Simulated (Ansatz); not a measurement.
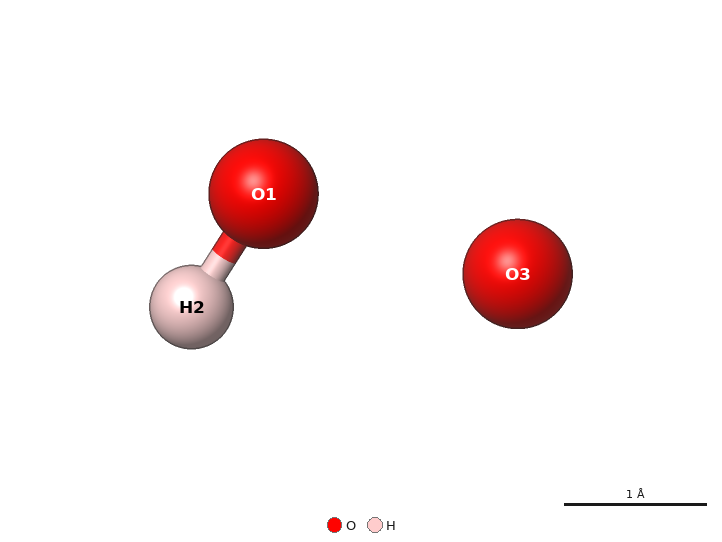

Figure made from data computed with Ansatz.

Orthographic view. Depth is shown by fading: the farther an atom, the more it takes the colour of the background. The species is neutral and a spin doublet. Geometry: a fixed input geometry, not necessarily a minimum.

List all interatomic distances (Å) as a matrix.

```
atom    O1    H2    O3
  O1  0.00            
  H2  0.97  0.00      
  O3  1.89  2.33  0.00
```
